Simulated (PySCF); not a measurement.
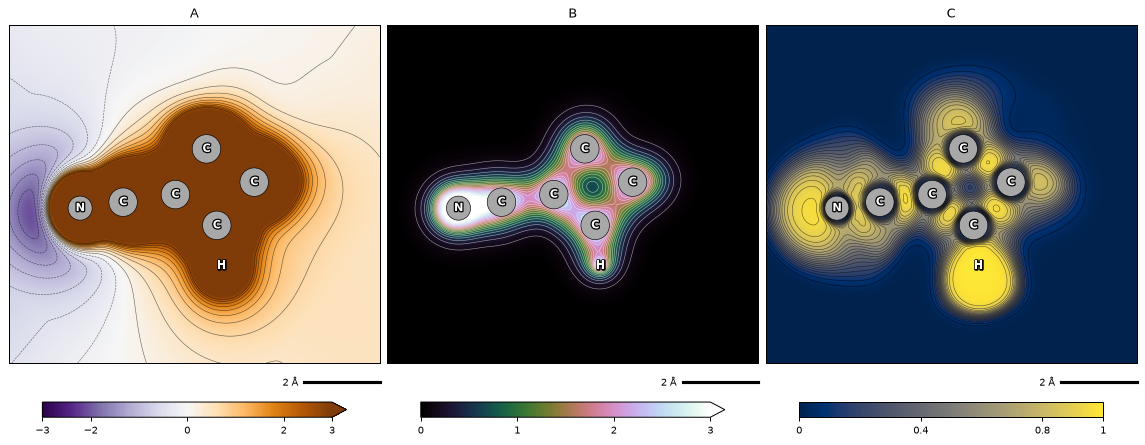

C$_{7}$H$_{3}$FN (SMILES N#CC1=C[C@H]2C=C(F)[C]12) (doublet): 3 fields on the plane of atoms C3, C4 and H10, with unlabelled colour scales. Grey discs cover the atomic cores.

Geometry: GFN2-xTB.

Level of theory: UKS B3LYP, pcH-1 on C F H N, non-relativistic, mean-field spin-orbit, GIAO (PySCF 2.14.0, density-fitted response routines).

The panels show electron density, electron localisation function and electrostatic potential in some order. Assign them.

Answer. Panel A: electrostatic potential (strongly positive close to the atoms, with negative regions outside electron-rich atoms). Panel B: electron density. Panel C: electron localisation function. From the grid: C–N (1.15 Å): ρ is about 3.6 e/Å³ halfway; the ELF peaks at about 0.85 between the atoms (a short, multiple covalent bond). C–C (1.36 Å): the density is about 2.2 e/Å³ at the midpoint; the ELF peaks at about 0.90 between the atoms (a covalent bond).
